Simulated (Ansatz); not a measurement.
**One shape, several levels: InH2F (SMILES [H][In]([H])[F])**

Wanted: a comparison of 6 runs (UPBE/STO-3G, revPBE/STO-3G, RPA@PBE/STO-3G, UMP2/STO-3G, CCSD/STO-3G, UCCSD(T)/STO-3G) of InH2F. 

The results are computed with Ansatz 0.2.0.

58 further runs of the same task are left out: 2 that didn't finish, 56 set aside as unsound or not needed.

## 1. Starting point

The species is InH2F (4 atoms), meant as a singlet with charge 0. As SMILES, `[H][In]([H])[F]`. The H3–In1 distance was set to 4.229 Å, away from the relaxed value. At this shape a bond of the SMILES string is far longer than usual.

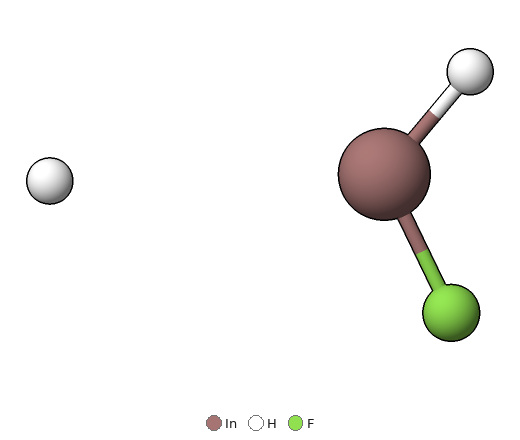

The structure, seen from a chosen angle (indium brown, hydrogen white, fluorine green).

## 2. A single-point energy at UPBE/STO-3G (run 1)

The input, molecule.yaml:

```yaml
crystal:
  periodic: [false, false, false]
  atoms:
    - {symbol: In, position_ang: [1.510111, -1.970687, 0.027815]}
    - {symbol: H, position_ang: [3.192131, -2.161787, 0.041585]}
    - {symbol: H, position_ang: [-0.891440, 1.509340, -0.018860]}
    - {symbol: F, position_ang: [0.511991, -3.640927, 0.033465]}
basis:
  gaussian: {orbitals: STO-3G}
magnetization: {spin_polarized: true, initial_magnetization: 0}
hamiltonian: {xc: {name: PBE}}
accuracy: high
```

Command:

```console
$ ansatz run molecule.yaml --threads 1 --pin off --max-ram 2610MiB --events-out events.jsonl --progress --plain --runs-dir runs
```

Log:

```text
Warning: RAYON_NUM_THREADS=1 ignored (pool sized by the plan → 1); use --threads N
Functional definition: PBE
  name "PBE"
  parameter kappa = 0.804
  parameter beta = 0.06672455060314922
  exchange = pbe_x(kappa = kappa, mu = beta*pi^2/3)
  correlation = pbe_c(beta = beta)
608 factors; integrals over basis functions are off by at most 4.9e-9 eV
mean field evaluation 1: about -157354.7099 eV, gradient 4.1e1 eV
mean field evaluation 2: about -157309.2376 eV, gradient 8.5e1 eV
mean field evaluation 4: about -157354.3221 eV, gradient 5.6e1 eV
mean field evaluation 8: about -157369.9563 eV, gradient 7.4e0 eV
mean field evaluation 16: about -157377.5368 eV, gradient 5.8e-1 eV
mean field evaluation 32: about -157378.8347 eV, gradient 9.4e-6 eV
mean field -157378.83468620 eV, -5783.5654995123 hartree, gradient 5.2e-8 eV, S^2 0.999283; 2 other end points of the search recorded, 0 dependent functions left out
reference -157378.83468838 eV, -5783.5654995924 hartree; 30, 30 occupied and 4, 4 virtual orbitals, 608 factors
Total energy: -157378.83468838 eV, -5783.5654995924 hartree
```

It took 4.8 s on 1 thread of Arm Neoverse V2, shared host; peak memory 0.13 GiB.

## 3. A single-point energy at revPBE/STO-3G (run 2)

The input, job.yaml:

```yaml
crystal:
  periodic: [false, false, false]
  atoms:
    - {symbol: In, position_ang: [1.510111, -1.970687, 0.027815]}
    - {symbol: H, position_ang: [3.192131, -2.161787, 0.041585]}
    - {symbol: H, position_ang: [-0.891440, 1.509340, -0.018860]}
    - {symbol: F, position_ang: [0.511991, -3.640927, 0.033465]}
basis:
  gaussian:
    orbitals: STO-3G
hamiltonian:
  xc: {name: revPBE}
accuracy: high
```

Command:

```console
$ ansatz run job.yaml --threads 1 --pin off --max-ram 2610MiB --events-out events.jsonl --progress --plain --runs-dir runs
```

Log:

```text
Warning: RAYON_NUM_THREADS=1 ignored (pool sized by the plan → 1); use --threads N
Functional definition: revPBE
  name "revPBE"
  parameter kappa = 1.245
[... 3 set-up lines as earlier in the session ...]
608 factors; integrals over basis functions are off by at most 4.9e-9 eV
mean field evaluation 1: about -157364.6228 eV, gradient 5.7e1 eV
mean field evaluation 2: about -157318.5794 eV, gradient 1.2e2 eV
mean field evaluation 4: about -157365.0442 eV, gradient 7.5e1 eV
mean field evaluation 8: about -157379.4976 eV, gradient 1.0e1 eV
mean field evaluation 16: about -157386.8740 eV, gradient 8.3e-2 eV
mean field -157386.87306140 eV, -5783.8609043523 hartree, gradient 1.4e-8 eV, S^2 0.000000; 0 other end points of the search recorded, 0 dependent functions left out
reference -157386.87306390 eV, -5783.8609044442 hartree; 30, 30 occupied and 4, 4 virtual orbitals, 608 factors
Total energy: -157386.87306390 eV, -5783.8609044442 hartree
```

It took 2 s on 1 thread of Arm Neoverse V2, shared host; peak memory 0.099 GiB.

Runs 3 to 5 aren't shown in full; the table further down has their settings and results.

## 4. The energy at UCCSD(T)/STO-3G (run 6)

job.yaml: that of step 3 with these lines changed.

```diff
@@ -10,4 +10,10 @@
     orbitals: STO-3G
-hamiltonian:
-  xc: {name: revPBE}
+magnetization:
+  spin_polarized: true
+  initial_magnetization: 0
+correlation:
+  method: ccsd_t
+  frozen_orbitals: {F: 1, H: 0, In: 18}
 accuracy: high
+scf:
+  omitted_lower_state_checks: [cluster_reference, increment]
```

Command:

```console
$ ansatz run job.yaml --threads 1 --pin off --max-ram 2610MiB --events-out events.jsonl --progress --plain --runs-dir runs
```

Log, cut to the lines that bear on the results:

```text
Warning: RAYON_NUM_THREADS=1 ignored (pool sized by the plan → 1); use --threads N
Functional definition: HF
  name "HF"
[...]
608 factors; integrals over basis functions are off by at most 4.9e-9 eV
[...]
mean field -157333.77538798 eV, -5781.9096008450 hartree, gradient 1.8e-8 eV, S^2 1.005096; 9 other end points of the search recorded, 0 dependent functions left out
19 core orbitals not correlated: weight in the atoms' cores, before any rotation towards them, 1.000 or more for the frozen orbitals, at most 0.000 for the correlated occupied ones
reference -157333.77538798 eV, -5781.9096008450 hartree; 11, 11 occupied and 4, 4 virtual orbitals, 608 factors
second order -1.13590051 eV of doubles, -0.00000000 eV of singles
cycle   1  -1.24198967 eV  change   -1.1e-1 eV  update   1.0e-1
[...]
cycle  39  -1.50653402 eV  change    1.3e-9 eV  update   1.9e-9
perturbative correction -0.16942827 eV, -0.0062263740 hartree
Total energy: -157335.45135027 eV, -5781.9711913230 hartree
Checks for a lower state left out: cluster_reference, increment
```

Wall time 1.7 s (1 thread of Arm Neoverse V2, shared host); peak memory 0.11 GiB.

## 5. All runs side by side

```csv
run,level,frozen core orbitals,energy (Eh),wall time
1,UPBE/STO-3G,–,-5783.565500,4.8 s
2,revPBE/STO-3G,–,-5783.860904,2 s
3,RPA@PBE/STO-3G,19,-5781.981638,3.6 s
4,UMP2/STO-3G,19,-5781.951344,1.5 s
5,CCSD/STO-3G,19,-5781.956264,0.58 s
6,UCCSD(T)/STO-3G,19,-5781.971191,1.7 s
```

## 6. Summary of results

```
                                           quantity           value
                                run 6: total energy  -5781.97119 Eh
run 6: correlation energy (19 core orbitals frozen)       -61.6 mEh
                              run 6: (T) correction       -6.23 mEh
           run 6: ⟨S²⟩ of the reference determinant           1.005
                               run 6: T1 diagnostic           0.021
```

What this shows: Totals of different functionals can't be ranked against each other. In run 5 the T1 diagnostic is large, so a single reference may not serve. In runs 3, 5 the log says that unrestricted orbitals would lower the reference, so the values rest on an unstable closed-shell determinant (other closed-shell runs at this shape may share the fault). In runs 1, 2, 3, 4, 5, 6 the basis is minimal, so the values are rough. In runs 1, 2, 3, 4, 5, 6 relativity is left out where basis or elements ask for it. Spin contamination of the reference: run 4 ⟨S²⟩ = 1.01, run 6 ⟨S²⟩ = 1.01, run 1 ⟨S²⟩ = 1.00. Where it is this large, the reference is a mixture of spin states, and values that rest on it are in doubt. All runs together took 14 s, the longest 4.8 s.
